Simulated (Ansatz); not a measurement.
**BH3 (borane) at PBE/3-21G**

Aim: the vertical electron affinity of BH3 (borane) at PBE/3-21G, from 2 runs. 

Program for the calculation: Ansatz 0.2.0.

54 further runs of the same task are left out: 54 set aside as unsound or not needed.

**1. Starting point**

The species is BH3 (4 atoms), meant as a singlet with charge 0. SMILES: `B`. Geometry: relaxed at PBE0-D4/def2-TZVP.

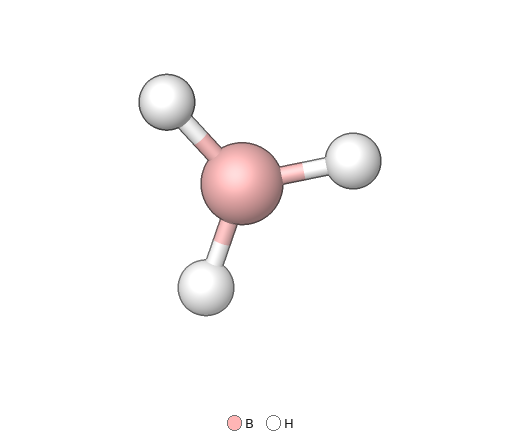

The structure, seen from a chosen angle (boron pink, hydrogen white).

**2. A single-point energy at PBE/3-21G**

File molecule.yaml:

```yaml
basis:
  gaussian:
    orbitals: 3-21G.json
crystal:
  periodic: [false, false, false]
  atoms:
    - {symbol: B, position_ang: [0.013900, -0.015100, -0.005100]}
    - {symbol: H, position_ang: [0.982200, 0.381700, 0.568800]}
    - {symbol: H, position_ang: [-0.276200, -1.171800, 0.043000]}
    - {symbol: H, position_ang: [-0.664400, 0.744900, -0.626900]}
hamiltonian:
  xc: pbe
accuracy: high
```

The basis set 3-21G is read from a file made from the Basis Set Exchange's data (not shown).

On the command line:

```console
$ ansatz run molecule.yaml --threads 1 --pin off --max-ram 2610MiB --events-out events.jsonl --progress --plain --runs-dir runs
```

The program printed:

```text
Warning: RAYON_NUM_THREADS=1 ignored (pool sized by the plan → 1); use --threads N
Functional definition: PBE
  name "PBE"
  parameter kappa = 0.804
  parameter beta = 0.06672455060314922
  exchange = pbe_x(kappa = kappa, mu = beta*pi^2/3)
  correlation = pbe_c(beta = beta)
294 factors; integrals over basis functions are off by at most 3.4e-9 eV
mean field evaluation 1: about -717.6080 eV, gradient 1.3e1 eV
mean field evaluation 2: about -717.9451 eV, gradient 8.8e0 eV
mean field evaluation 4: about -718.2147 eV, gradient 2.8e-3 eV
mean field evaluation 8: about -718.1790 eV, gradient 5.0e-4 eV
mean field -718.17897702 eV, -26.3925906064 hartree, gradient 1.6e-8 eV, S^2 0.000000; 0 other end points of the search recorded, 0 dependent functions left out
reference -718.17897879 eV, -26.3925906715 hartree; 4, 4 occupied and 11, 11 virtual orbitals, 294 factors
Total energy: -718.17897879 eV, -26.3925906715 hartree
```

Wall time 0.47 s (1 thread of Arm Neoverse V1, shared host).

**3. The doublet anion, same level**

File input.yaml:

```yaml
crystal:
  periodic: [false, false, false]
  atoms:
    - {symbol: B, position_ang: [0.013900, -0.015100, -0.005100]}
    - {symbol: H, position_ang: [0.982200, 0.381700, 0.568800]}
    - {symbol: H, position_ang: [-0.276200, -1.171800, 0.043000]}
    - {symbol: H, position_ang: [-0.664400, 0.744900, -0.626900]}
basis:
  gaussian:
    orbitals: 3-21G.json
total_charge: -1
magnetization:
  spin_polarized: true
  initial_magnetization: 1
hamiltonian:
  xc: pbe
accuracy: high
```

The basis set 3-21G is read from a file made from the Basis Set Exchange's data (not shown).

On the command line:

```console
$ ansatz run input.yaml --threads 1 --pin off --max-ram 2610MiB --events-out events.jsonl --progress --plain --runs-dir runs
```

The program printed:

```text
Warning: RAYON_NUM_THREADS=1 ignored (pool sized by the plan → 1); use --threads N
Functional definition: PBE
  name "PBE"
  parameter kappa = 0.804
  parameter beta = 0.06672455060314922
  exchange = pbe_x(kappa = kappa, mu = beta*pi^2/3)
  correlation = pbe_c(beta = beta)
294 factors; integrals over basis functions are off by at most 3.4e-9 eV
mean field evaluation 1: about -717.3014 eV, gradient 4.9e0 eV
mean field evaluation 2: about -717.3932 eV, gradient 3.8e0 eV
mean field evaluation 4: about -717.4942 eV, gradient 7.3e-2 eV
mean field evaluation 8: about -717.4694 eV, gradient 1.2e-3 eV
mean field -717.46935575 eV, -26.3665125057 hartree, gradient 1.2e-8 eV, S^2 0.753547; 0 other end points of the search recorded, 0 dependent functions left out
reference -717.46935780 eV, -26.3665125809 hartree; 5, 4 occupied and 10, 11 virtual orbitals, 294 factors
Total energy: -717.46935780 eV, -26.3665125809 hartree
```

Run time: 0.73 s. Hardware: 1 thread of Arm Neoverse V1, shared host; peak memory 0.094 GiB.

**4. Summary of results**

Level: PBE/3-21G.

| quantity | value |
| --- | --- |
| singlet BH3: total energy | -26.39259 Eh |
| doublet anion: total energy | -26.36651 Eh |
| doublet anion: ⟨S²⟩ | 0.754 |
| vertical electron affinity (to the doublet anion) | -0.710 eV |

In words: The anion lies 0.71 eV (16.4 kcal/mol) above the neutral: the electron isn't bound at this level, and such a value depends on the basis. Without diffuse functions anions come out too high.
